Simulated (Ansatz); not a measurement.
# Transmission past a defect: Al wire along [110], 4 atoms a period, vacancy of one Al, part 2 of 3

What does the defect do to the conductance?

Ansatz 0.2.0; DFT PBE, plane waves, PAW; relaxation of a wire's period (the session's first sound run).

So far. Step 2 (Relaxation of atoms and period): The cell's length comes to 2.574 Å with spin left out.

### 3. The wire at its relaxed period

This step: DFT PBE, plane waves, PAW; channels and complex bands of a perfect wire (Ansatz 0.2.0).

At the relaxed period the Bloch states of the perfect wire are found at each energy: those that move forward count the open channels, and those that decay describe how a disturbance dies away inside the wire itself. An energy step of 0.035 eV is under the 0.039 eV that the program asks for its thermal average at 300 K.

Contents of input.yaml:

```yaml
crystal:
  lattice:
    - [8.82, 0.0, 0.0]
    - [0.0, 11.085, 0.0]
    - [0.0, 0.0, 2.5739448592]
  atoms:
    - { symbol: Al, position: [0.429466501, 0.393168817, 0.0] }
    - { symbol: Al, position: [0.710518016, 0.385559876, 0.5] }
    - { symbol: Al, position: [0.570533499, 0.606837236, 0.5] }
    - { symbol: Al, position: [0.289481984, 0.614446177, 0.0] }
kpoints:
  mp_grid: { grid: [1, 1, 32] }
scf:
  occupations: { method: fermi_dirac, width: 0.05 }
hamiltonian:
  xc: pbe
output:
  transmission:
    e_range: [-1.26, 1.26]
    de: 0.035
    kmesh: [1, 1]
    reduced_basis: true
    leads: [[0, 0]]
basis:
  ecutwfc: "350 eV"
```

Run with:

```sh
$ ansatz run input.yaml --threads 4 --pin off --max-ram 16384MiB --backend cpu --events-out ev --progress --plain --runs-dir out
```

Numbers of over 12 decimals in the logs are rounded to 6 here.

The program printed:

```text
Warning: basis.ecutwfc = 350 eV is below the records' recommended 420 eV, and the density's cutoff is lower with it unless basis.ecutrho_ratio is high enough to keep the records' density cutoff: compare with a run at a higher cutoff
[...]
Crystal: 4 atoms, lattice volume = 251.654 Å³
Basis set: ecut = 350 eV, 3697 PW (Γ)
Bands: 10, of which v1, the nominal top of the filled ones, is band 6 counted from 1 (5 counted from 0)
Symmetry: 4 space group operations
[...]
k-points: 17 of 32
[...]
SCF iter   1: F=—  HF=-2147.212847 eV  |F-HF|=—  |Δ(HF+E_count)|=         —  Δρ=2.11e-3  dr2=4.31e-2  ethr=1.77e-3  ⟨swp⟩=8.2  Hψ=1589  notcnv=0
[...]
SCF iter   6: F=-2147.206574 eV  HF=-2147.206574 eV  |F-HF|=1.52e-8  |Δ(HF+E_count)|=   1.44e-7  Δρ=3.28e-6  dr2=3.56e-8  ethr=8.33e-10  ⟨swp⟩=3.3  Hψ=848  notcnv=0
SCF 1 converged in 6 iterations: F = -2147.206574 eV  dr2 = 3.56e-8
[...]
transmission: 3 of 18 steps passed
transmission: 6 of 18 steps passed
[...]
transmission: 18 of 18 steps passed
SCF converged after 6 iterations
Free energy (F): -2147.206574 eV
[...]
Internal energy: -2147.188877 eV  (E = F + TS)
E sigma→0 (E₀):  -2147.197725 eV
Entropy (-TS):   -0.017697 eV (-4.424 meV/atom)
Fermi energy:    -1.014230 eV
[...]
--- Band table (eV; the first three rows and the last of 17) ---
[...]
--- Transmission ---
  basis      : 715 plane waves across, 3 finite elements along
  points     : 1, standing for a mesh of 1 x 1
  unconverged: the k-mesh may be too coarse, since an axis without vacuum has one point: set a kmesh with more there, and mesh_tolerance
  filling    : by the input's occupations and mesh, since the crystals that have channels conduct as metals do. If one of these is a semiconductor, that mesh has misplaced its level
  energies   : 73 from -1.260000 to 1.260000 eV about the Fermi level, 0.035000 eV apart; the leads are filled to 0.000000 eV, and channels, transmission and decay are at 0.000000 eV
  crystal 0  : Al4, at the sites [0, 0], period 2.5739 Å: whole cells are its period
    offset         : up to 0.0000 Å between an atom of the period and one for which it stands
    filled         : 21.9 meV under the level at which it is neutral
    channels       : 5.000000e0 a spin
    conductance    : 3.9624e14 S/m² at 300 K; may be off by some 0.0 % by where its bands' edges are placed, 0.0 % from the distance to neutral
```

Run time: 36 s. Hardware: 4 threads of Arm Neoverse V1, shared host; peak memory 0.75 GiB; 1.9 min of CPU time.

This step gave:

- energy at zero smearing: -2147.1977 eV
- channels at the energy nearest the Fermi level, one spin: 5
- conductance of the lead as this run defines it: 5.000 G₀
- band gap: 0 eV

Open channels of the lead, one spin against energy, zero at the Fermi level:

| energy (eV) | open channels of the lead, one spin |
| --- | --- |
| -1.190 | 7 |
| -1.085 | 7 |
| -1.015 | 7 |
| -0.910 | 7 |
| -0.805 | 5 |
| -0.700 | 5 |
| -0.595 | 5 |
| -0.490 | 5 |
| -0.385 | 5 |
| -0.315 | 5 |
| -0.210 | 5 |
| -0.105 | 5 |
| 0.000 | 5 |
| 0.105 | 5 |
| 0.210 | 5 |
| 0.315 | 5 |
| 0.385 | 5 |
| 0.490 | 3 |
| 0.595 | 3 |
| 0.700 | 3 |
| 0.805 | 3 |
| 0.910 | 4 |
| 1.015 | 2 |
| 1.085 | 4 |
| 1.190 | 6 |

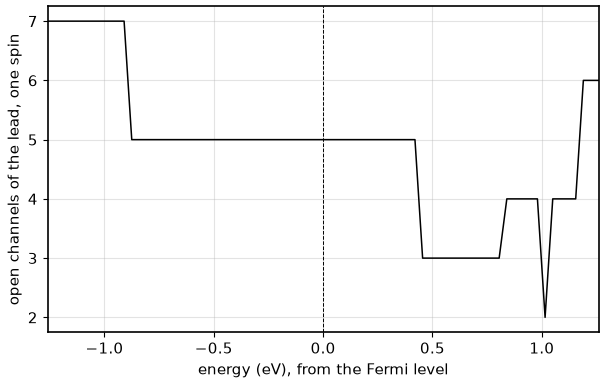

Open channels of the lead, one spin against energy.

The slowest values at each energy, most degenerate partners merged, listed up to 1.5 1/Å. Table of Im kz of the slowest decaying states by energy, zero at the Fermi level:

```csv
energy (eV),decay 1 (Å⁻¹),decay 2 (Å⁻¹),decay 3 (Å⁻¹),decay 4 (Å⁻¹)
-1.015,0.722,0.969,0.974,1.09
-0.490,0.0827,0.610,0.892,0.898
0.000,0.0910,0.483,0.813,0.820
0.490,0.0249,0.0472,0.306,0.725
1.015,0.00514,0.00583,0.0399,0.617
```

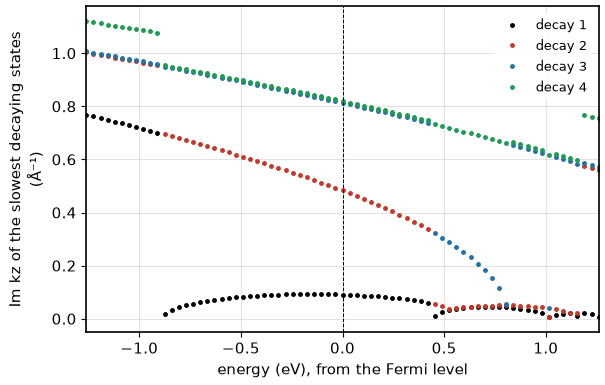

Im kz of the slowest decaying states against energy.

By hand: the program gives 3.9624 × 10^14 S/m² over the cell's cross-section of 97.77 Å² = 9.777 × 10^-19 m², so one cell conducts 3.874 × 10^-4 S. Divided by G0 = 2e²/h = 7.748 × 10^-5 S this is 5.00 G0, a resistance of 2.58 kΩ.

At the computed energy nearest the Fermi level there are 5 channels a spin, and the thermal average gives 5.00 G₀.

### 4. Relaxation of the scattering region

This step: DFT PBE, plane waves, PAW; relaxation of a junction in a wire, ends held (Ansatz 0.2.0).

System of this step: Al wire along [110], 4 atoms a period, vacancy of one Al. The cell holds 35 atoms: 35 Al. Cell: a = 8.820 Å, b = 11.085 Å, c = 23.166 Å, α = 90.0°, β = 90.0°, γ = 90.0°. Regions: held atoms, 24 atoms (24 Al); free atoms, 11 atoms (11 Al). Vacuum lies along a and b. The structure's axis is c.

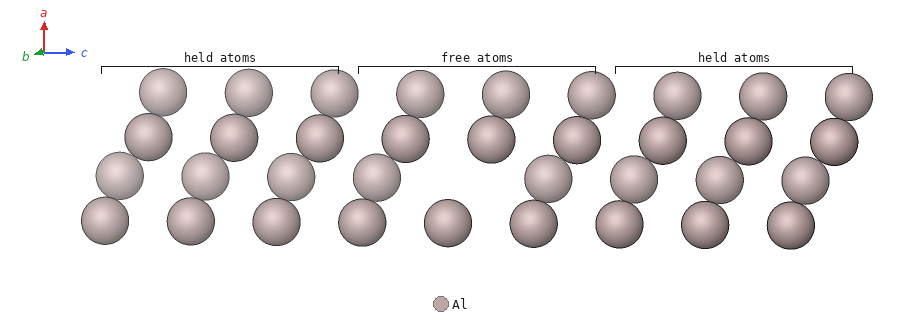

The cell of this step (aluminium light grey).

11 atoms at the defect are free to relax, while 24 stay where the perfect wire has them, so that the ends still repeat as a lead. The cutoff is set under the files' recommended one to save time.

Contents of input.yaml:

```yaml
crystal:
  lattice:
    - [8.82, 0.0, 0.0]
    - [0.0, 11.085, 0.0]
    - [0.0, 0.0, 23.1655037328]
  atoms:
    - { symbol: Al, position: [0.429466501, 0.393168817, 0.0] }
    - { symbol: Al, position: [0.710518016, 0.385559876, 0.055555556] }
    - { symbol: Al, position: [0.570533499, 0.606837236, 0.055555556] }
    - { symbol: Al, position: [0.289481984, 0.614446177, 0.0] }
    - { symbol: Al, position: [0.429466501, 0.393168817, 0.111111111] }
    - { symbol: Al, position: [0.710518016, 0.385559876, 0.166666667] }
    - { symbol: Al, position: [0.570533499, 0.606837236, 0.166666667] }
    - { symbol: Al, position: [0.289481984, 0.614446177, 0.111111111] }
    - { symbol: Al, position: [0.429466501, 0.393168817, 0.222222222] }
    - { symbol: Al, position: [0.710518016, 0.385559876, 0.277777778] }
    - { symbol: Al, position: [0.570533499, 0.606837236, 0.277777778] }
    - { symbol: Al, position: [0.289481984, 0.614446177, 0.222222222] }
    - { symbol: Al, position: [0.429466501, 0.393168817, 0.333333333] }
    - { symbol: Al, position: [0.710518016, 0.385559876, 0.388888889] }
    - { symbol: Al, position: [0.570533499, 0.606837236, 0.388888889] }
    - { symbol: Al, position: [0.289481984, 0.614446177, 0.333333333] }
    - { symbol: Al, position: [0.710518016, 0.385559876, 0.5] }
    - { symbol: Al, position: [0.570533499, 0.606837236, 0.5] }
    - { symbol: Al, position: [0.289481984, 0.614446177, 0.444444444] }
    - { symbol: Al, position: [0.429466501, 0.393168817, 0.555555556] }
    - { symbol: Al, position: [0.710518016, 0.385559876, 0.611111111] }
    - { symbol: Al, position: [0.570533499, 0.606837236, 0.611111111] }
    - { symbol: Al, position: [0.289481984, 0.614446177, 0.555555556] }
    - { symbol: Al, position: [0.429466501, 0.393168817, 0.666666667] }
    - { symbol: Al, position: [0.710518016, 0.385559876, 0.722222222] }
    - { symbol: Al, position: [0.570533499, 0.606837236, 0.722222222] }
    - { symbol: Al, position: [0.289481984, 0.614446177, 0.666666667] }
    - { symbol: Al, position: [0.429466501, 0.393168817, 0.777777778] }
    - { symbol: Al, position: [0.710518016, 0.385559876, 0.833333333] }
    - { symbol: Al, position: [0.570533499, 0.606837236, 0.833333333] }
    - { symbol: Al, position: [0.289481984, 0.614446177, 0.777777778] }
    - { symbol: Al, position: [0.429466501, 0.393168817, 0.888888889] }
    - { symbol: Al, position: [0.710518016, 0.385559876, 0.944444444] }
    - { symbol: Al, position: [0.570533499, 0.606837236, 0.944444444] }
    - { symbol: Al, position: [0.289481984, 0.614446177, 0.888888889] }
kpoints:
  mp_grid: { grid: [1, 1, 2] }
scf:
  occupations: { method: fermi_dirac, width: 0.1 }
hamiltonian:
  xc: pbe
relax:
  constraints:
    - { sites: [0, 1, 2, 3, 4, 5, 6, 7, 8, 9, 10, 11, 23, 24, 25, 26, 27, 28, 29, 30, 31, 32, 33, 34] }
  f_tol: 0.06
  max_steps: 35
basis:
  ecutwfc: "350 eV"
```

The program printed:

```text
[...]
Warning: crystal.symmetry: narrowed to the stabiliser of the relax constraints — unitary ops 2 → 1; lowered at sites 9, 10, 20, 21 (the operations that carried what is held of a site onto what its image site leaves free; the constrained walk keeps no symmetry that its constraints do not admit)
[...]
Crystal: 35 atoms, lattice volume = 2264.884 Å³
Basis set: ecut = 350 eV, 33769 PW (Γ), exchange–correlation on 108×144×288 points (8 copies of the dense FFT grid, shifted against one another)
Bands: 88, of which v1, the nominal top of the filled ones, is band 53 counted from 1 (52 counted from 0)
Symmetry: 1 space group operations
k-points: 2
[...]
SCF iter   1: F=—  HF=-18787.055275 eV  |F-HF|=—  |Δ(HF+E_count)|=         —  Δρ=2.20e-3  dr2=3.72e-1  ethr=1.77e-3  ⟨swp⟩=9.5  Hψ=1121  notcnv=0
[...]
SCF iter   6: F=-18787.008511 eV  HF=-18787.008511 eV  |F-HF|=1.83e-7  |Δ(HF+E_count)|=   3.43e-6  Δρ=4.42e-6  dr2=1.37e-6  ethr=2.41e-8  ⟨swp⟩=2.0  Hψ=558  notcnv=0
SCF 1 converged in 6 iterations: F = -18787.008511 eV  dr2 = 1.37e-6
[...]
relax step   1: F+E_penalty+E_count = -18787.00851058 eV  Δ(F+E_penalty+E_count) = +0.000e0 eV  max|allowed force component| = 4.048e-1 eV/Å  Δτ_max = 0.0000 Å  (6 SCF iters, dr2 threshold 9.00e-5 eV, accepted)
[...]
SCF iter   5: F=-18787.073872 eV  HF=-18787.073870 eV  |F-HF|=2.25e-6  |Δ(HF+E_count)|=   6.40e-6  Δρ=7.96e-6  dr2=1.81e-6  ethr=5.75e-9  ⟨swp⟩=5.0  Hψ=561  notcnv=0
SCF 2 converged in 5 iterations: F = -18787.073872 eV  dr2 = 1.81e-6
[...]
relax step   2: F+E_penalty+E_count = -18787.07387183 eV  Δ(F+E_penalty+E_count) = -6.536e-2 eV  max|allowed force component| = 8.105e-2 eV/Å  Δτ_max = 0.0885 Å  (5 SCF iters, dr2 threshold 1.02e-5 eV, accepted)
SCF iter   1: F=—  HF=-18787.090741 eV  |F-HF|=—  |Δ(HF+E_count)|=         —  Δρ=4.82e-4  dr2=1.42e-2  ethr=9.25e-4  ⟨swp⟩=3.5  Hψ=437  notcnv=0  defer=5
[...]
SCF iter   7: F=-18787.092471 eV  HF=-18787.092471 eV  |F-HF|=9.29e-9  |Δ(HF+E_count)|=   8.22e-8  Δρ=5.62e-7  dr2=1.84e-8  ethr=9.52e-11  ⟨swp⟩=5.0  Hψ=549  notcnv=0
SCF 3 converged in 7 iterations: F = -18787.092471 eV  dr2 = 1.84e-8
relax step   3: F+E_penalty+E_count = -18787.09247125 eV  Δ(F+E_penalty+E_count) = -1.860e-2 eV  max|allowed force component| = 5.275e-2 eV/Å  Δτ_max = 0.1453 Å  (7 SCF iters, accepted)
[...]
relax step   4: F+E_penalty+E_count = -18787.09685971 eV  Δ(F+E_penalty+E_count) = -4.388e-3 eV  max|allowed force component| = 9.899e-2 eV/Å  Δτ_max = 0.1659 Å  (8 SCF iters, accepted)
[...]
relax step   5: F+E_penalty+E_count = -18787.10448732 eV  Δ(F+E_penalty+E_count) = -7.628e-3 eV  max|allowed force component| = 2.963e-2 eV/Å  Δτ_max = 0.1196 Å  (5 SCF iters, dr2 threshold 4.15e-6 eV, accepted)
[...]
SCF iter   4: F=-18787.104488 eV  HF=-18787.104488 eV  |F-HF|=5.82e-8  |Δ(HF+E_count)|=   7.77e-9  Δρ=6.82e-7  dr2=6.82e-8  ethr=9.52e-11  ⟨swp⟩=4.0  Hψ=508  notcnv=0
SCF 6 converged in 4 iterations: F = -18787.104488 eV  dr2 = 6.82e-8
relax step   6: F+E_penalty+E_count = -18787.10448762 eV  Δ(F+E_penalty+E_count) = -2.987e-7 eV  max|allowed force component| = 2.946e-2 eV/Å  Δτ_max = 0.0000 Å  (4 SCF iters, accepted)
SCF converged after 4 iterations
Free energy (F): -18787.104488 eV
[...]
Internal energy: -18786.691788 eV  (E = F + TS)
E sigma→0 (E₀):  -18786.898138 eV
Entropy (-TS):   -0.412699 eV (-11.791 meV/atom)
Fermi energy:    -1.058334 eV
[...]
--- Forces (eV/Å), atoms counted from 1 ---
  atom   1  Al    -0.04817359    -0.02866699     0.01568529
  atom   2  Al     0.04540081    -0.00801041    -0.00831361
  atom   3  Al     0.07964609     0.03768882     0.13417886
  atom   4  Al    -0.04387708     0.01293674    -0.00708632
  atom   5  Al    -0.05723421    -0.04173933     0.00332558
  atom   6  Al     0.05975462    -0.07289833    -0.09486728
  atom   7  Al    -0.00204980     0.07860055     0.02254799
  atom   8  Al    -0.02611147    -0.00958686    -0.00497591
  atom   9  Al     0.01663786    -0.04284199     0.32478015
  atom  10  Al     0.07421314    -0.05925848     0.09024251
  atom  11  Al    -0.07513919     0.09160907     0.07598856
  atom  12  Al    -0.06349826     0.04675605     0.09489806
  atom  13  Al     0.00552421    -0.00137079    -0.00738964
  atom  14  Al    -0.00230446    -0.00221379    -0.00184959
  atom  15  Al    -0.00808525    -0.01439929     0.01010530
  atom  16  Al     0.00369298     0.00553704     0.02671701
  atom  17  Al    -0.00398816    -0.00111917    -0.00474039
  atom  18  Al    -0.00795133    -0.00844758    -0.00248266
  atom  19  Al     0.00851787    -0.00235145     0.00075013
  atom  20  Al     0.00328033    -0.00289900     0.00718629
  atom  21  Al     0.00035275     0.00409420    -0.00359241
  atom  22  Al    -0.00692230    -0.00652869    -0.01424534
  atom  23  Al     0.00399258     0.00388387    -0.02946387
  atom  24  Al     0.06839322    -0.01328719    -0.34457462
  atom  25  Al     0.05817897    -0.06112735     0.02206459
  atom  26  Al     0.00653531     0.06825633    -0.07709100
  atom  27  Al    -0.10294455     0.05357660    -0.08943042
  atom  28  Al    -0.05821460    -0.04571795    -0.00490016
  atom  29  Al     0.04319233    -0.00537742     0.00794900
  atom  30  Al     0.08533297     0.03723902    -0.13709856
  atom  31  Al    -0.02743350    -0.00659961     0.00021935
  atom  32  Al    -0.04945915    -0.03311892    -0.01278300
  atom  33  Al     0.02289603    -0.03944446     0.00020786
  atom  34  Al     0.04259029     0.05341510     0.00025523
  atom  35  Al    -0.04484388     0.01360555     0.00779602
  max |Σ_I F_I| component: 1.94e-4 eV/Å
--- Relaxed structure (6 steps of the walk, 6 accepted, 0 SCFs on fresh bases) ---
  F+E_penalty+E_count = -18787.10448762 eV   max|allowed force component| = 2.946e-2 eV/Å
  atoms:
    - { symbol: Al, position: [0.429466501, 0.393169, -4.28571232074277e-11] }
    - { symbol: Al, position: [0.710518016, 0.385559876, 0.055556] }
    - { symbol: Al, position: [0.570533499, 0.606837, 0.055556] }
    - { symbol: Al, position: [0.289481984, 0.614446177, -4.28571232074277e-11] }
    - { symbol: Al, position: [0.429466501, 0.393169, 0.111111] }
    - { symbol: Al, position: [0.710518016, 0.385559876, 0.166667] }
    - { symbol: Al, position: [0.570533499, 0.606837, 0.166667] }
    - { symbol: Al, position: [0.289481984, 0.614446177, 0.111111] }
    - { symbol: Al, position: [0.429466501, 0.393169, 0.222222] }
    - { symbol: Al, position: [0.710518016, 0.385559876, 0.277778] }
    - { symbol: Al, position: [0.570533499, 0.606837, 0.277778] }
    - { symbol: Al, position: [0.289481984, 0.614446177, 0.222222] }
    - { symbol: Al, position: [0.427682, 0.388812, 0.336235] }
    - { symbol: Al, position: [0.699212, 0.373020, 0.388657] }
    - { symbol: Al, position: [0.559839, 0.594675, 0.388488] }
    - { symbol: Al, position: [0.277072, 0.599704, 0.333252] }
    - { symbol: Al, position: [0.698163, 0.375265, 0.499314] }
    - { symbol: Al, position: [0.559185, 0.597048, 0.500346] }
    - { symbol: Al, position: [0.286483, 0.636291, 0.444260] }
    - { symbol: Al, position: [0.428136, 0.391520, 0.552714] }
    - { symbol: Al, position: [0.712588, 0.390555, 0.610290] }
    - { symbol: Al, position: [0.566551, 0.613184, 0.610706] }
    - { symbol: Al, position: [0.274973, 0.601139, 0.555370] }
    - { symbol: Al, position: [0.429466501, 0.393169, 0.666667] }
    - { symbol: Al, position: [0.710518016, 0.385559876, 0.722222] }
    - { symbol: Al, position: [0.570533499, 0.606837, 0.722222] }
    - { symbol: Al, position: [0.289481984, 0.614446177, 0.666667] }
    - { symbol: Al, position: [0.429466501, 0.393169, 0.777778] }
    - { symbol: Al, position: [0.710518016, 0.385559876, 0.833333] }
    - { symbol: Al, position: [0.570533499, 0.606837, 0.833333] }
    - { symbol: Al, position: [0.289481984, 0.614446177, 0.777778] }
    - { symbol: Al, position: [0.429466501, 0.393169, 0.888889] }
    - { symbol: Al, position: [0.710518016, 0.385559876, 0.944444] }
    - { symbol: Al, position: [0.570533499, 0.606837, 0.944444] }
    - { symbol: Al, position: [0.289481984, 0.614446177, 0.888889] }
```

Elapsed: 32 s, on 4 threads; peak memory 2.1 GiB.

Relaxation path:

```
step  energy less that of the first step (eV)  largest force component (eV/Å)
   1                                   0.0000                          0.4048
   2                                  -0.0654                          0.0810
   3                                  -0.0840                          0.0528
   4                                  -0.0883                          0.0990
   5                                  -0.0960                          0.0296
   6                                  -0.0960                          0.0295
```

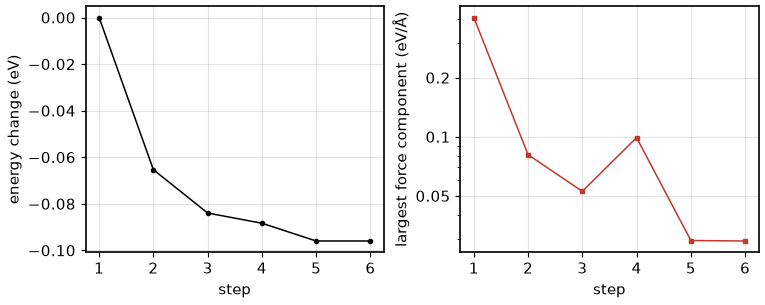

Energy and largest force along the relaxation.

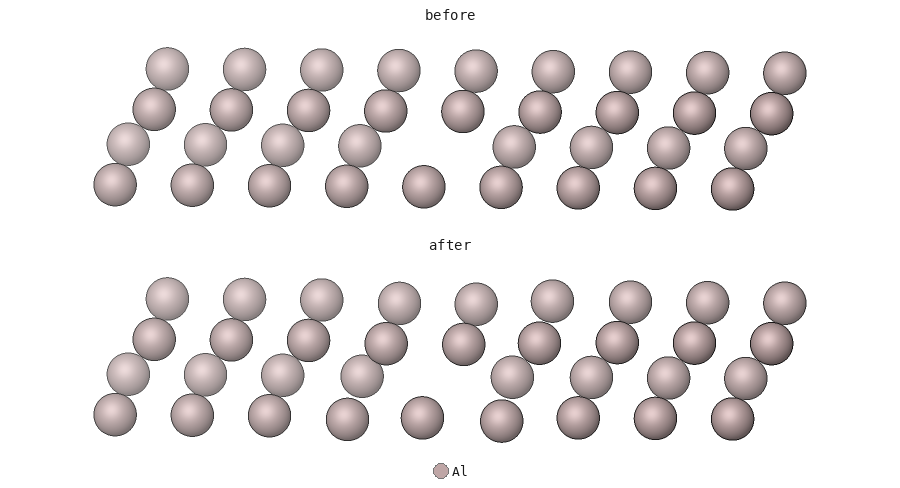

Before and after, at one scale.

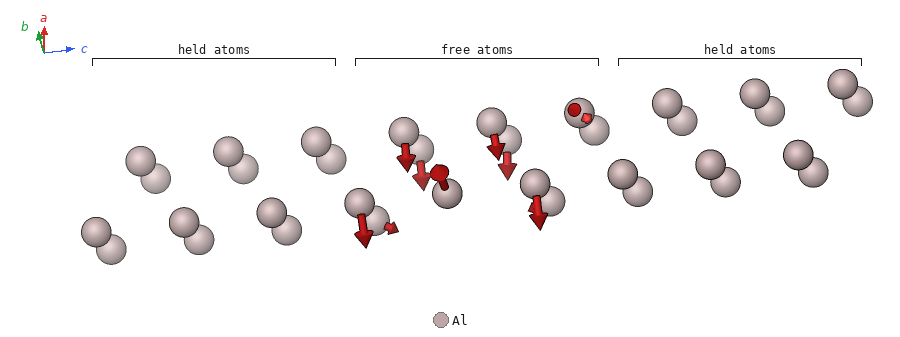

Displacements in the relaxation, exaggerated; the longest in the cell stands for 0.24 Å.

The atoms that moved most (Å):

```csv
atom,dx,dy,dz,length
Al19,-0.026,0.242,-0.004,0.244
Al16,-0.109,-0.163,-0.002,0.197
Al23,-0.128,-0.148,-0.004,0.195
Al14,-0.100,-0.139,-0.005,0.171
Al15,-0.094,-0.135,-0.009,0.165
Al17,-0.109,-0.114,-0.016,0.159
Al18,-0.100,-0.109,0.008,0.148
Al13,-0.016,-0.048,0.067,0.084
```

Final coordinates:

```cif
data_structure
_symmetry_space_group_name_H-M 'P 1'
_symmetry_Int_Tables_number 1
_cell_length_a 8.8200
_cell_length_b 11.0850
_cell_length_c 23.1655
_cell_angle_alpha 90.000
_cell_angle_beta 90.000
_cell_angle_gamma 90.000
_cell_volume 2264.88
loop_
_atom_site_label
_atom_site_type_symbol
_atom_site_fract_x
_atom_site_fract_y
_atom_site_fract_z
_atom_site_occupancy
Al1 Al 0.42947 0.39317 0.00000 1
Al2 Al 0.71052 0.38556 0.05556 1
Al3 Al 0.57053 0.60684 0.05556 1
Al4 Al 0.28948 0.61445 0.00000 1
Al5 Al 0.42947 0.39317 0.11111 1
Al6 Al 0.71052 0.38556 0.16667 1
Al7 Al 0.57053 0.60684 0.16667 1
Al8 Al 0.28948 0.61445 0.11111 1
Al9 Al 0.42947 0.39317 0.22222 1
Al10 Al 0.71052 0.38556 0.27778 1
Al11 Al 0.57053 0.60684 0.27778 1
Al12 Al 0.28948 0.61445 0.22222 1
Al13 Al 0.42768 0.38881 0.33624 1
Al14 Al 0.69921 0.37302 0.38866 1
Al15 Al 0.55984 0.59467 0.38849 1
Al16 Al 0.27707 0.59970 0.33325 1
Al17 Al 0.69816 0.37526 0.49931 1
Al18 Al 0.55918 0.59705 0.50035 1
Al19 Al 0.28648 0.63629 0.44426 1
Al20 Al 0.42814 0.39152 0.55271 1
Al21 Al 0.71259 0.39055 0.61029 1
Al22 Al 0.56655 0.61318 0.61071 1
Al23 Al 0.27497 0.60114 0.55537 1
Al24 Al 0.42947 0.39317 0.66667 1
Al25 Al 0.71052 0.38556 0.72222 1
Al26 Al 0.57053 0.60684 0.72222 1
Al27 Al 0.28948 0.61445 0.66667 1
Al28 Al 0.42947 0.39317 0.77778 1
Al29 Al 0.71052 0.38556 0.83333 1
Al30 Al 0.57053 0.60684 0.83333 1
Al31 Al 0.28948 0.61445 0.77778 1
Al32 Al 0.42947 0.39317 0.88889 1
Al33 Al 0.71052 0.38556 0.94444 1
Al34 Al 0.57053 0.60684 0.94444 1
Al35 Al 0.28948 0.61445 0.88889 1
```

This step gave:

```
energy at zero smearing : -18786.8981 eV
```

The largest force component on a free atom ends at 0.029 eV/Å, under the limit of 0.06. 

(Continued in part 3 of 3.)

[Logs are printed without paths, hosts, clocks, repeated set-up lines and the standing remarks that a program may print on its own settings, such as how far it seeks lower states.]

[Hosts, paths, dates, database ids (printed as entryN), source tags and the programs' standing remarks are cut or masked in the printed files.]
